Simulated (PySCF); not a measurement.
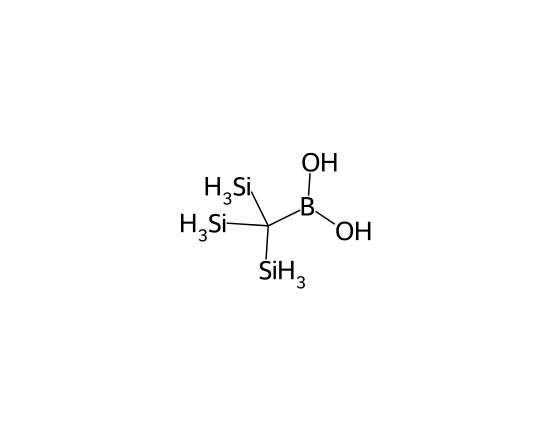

The computed structure is the end point of a GFN2-xTB optimisation. No frequency run is at hand to confirm it as a minimum. Properties computed with PBE0/pcSseg-1, gas phase (PySCF 2.14.0).

What does the calculation give?

The species is CH11BO2Si3 (`OB(O)C([SiH3])([SiH3])[SiH3]`).
- dipole moment: 1.38 D
- HOMO energy (Kohn–Sham orbital): −8.67 eV
- LUMO energy (Kohn–Sham orbital): −0.05 eV
- HOMO–LUMO gap: 8.63 eV

The geometry is semi-empirical. Around B, Si such bond lengths and angles can be off by a tenth of an ångström or more and by several degrees, and values that hang on the shape move with them.
